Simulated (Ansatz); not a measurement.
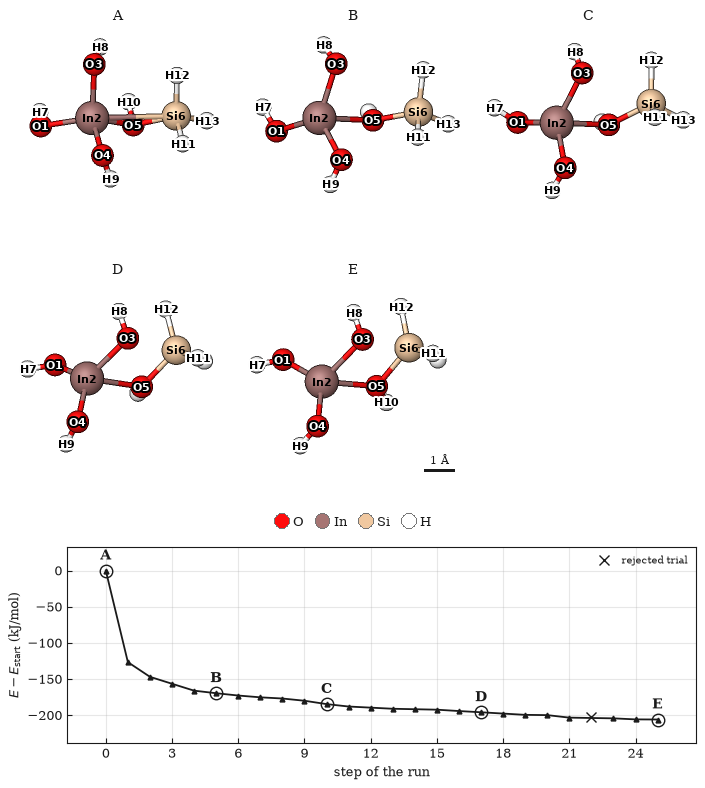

Frames of a relaxation of InSiH$_{7}$O$_{4}$ (coarse preliminary run), marked on the history of the run. The picture is a ball-and-stick view, seen at a tilt.

The start comes from a force field.

All numbers below come from Ansatz 0.2.0, RKS PBE-D4/def2-SVP. Settings: force threshold 0.03 eV/Å; at most 200 steps.

**What happens along the run?**

The largest move after the best rigid fit is that of H10, 1.80 Å. By element the largest moves are H 1.80 Å, O 1.36 Å, Si 0.77 Å, In 0.38 Å. Among the contacts that change: O3–Si6 3.625 → 2.077 Å, In2–Si6 2.973 → 3.295 Å, In2–O5 2.031 → 2.217 Å, In2–O3 1.995 → 2.114 Å. Bond angles that change, for instance: O3–In2–O5 110.5° → 68.4°, In2–O5–H10 102.4° → 135.9°, O1–In2–O4 111.6° → 131.3°. Over 24 accepted moves (25 points after the start) the energy falls by 205.9 kJ/mol. Largest force component: 3.7 eV/Å at the start, 0.027 eV/Å at the end. The line search rejected the trial step at point 22 of the run. The run took 58 s on 4 threads of Intel Xeon @ 2.70GHz, on a shared host. From step 0 to 5: H9 moves most (0.56 Å), energy −169.6 kJ/mol. From step 5 to 10: H11 moves most (0.71 Å), energy −15.0 kJ/mol. From step 10 to 17: O and H atoms move most (0.66 Å), energy −11.3 kJ/mol. From step 17 to 25: H10 moves most (0.61 Å), energy −10.0 kJ/mol.
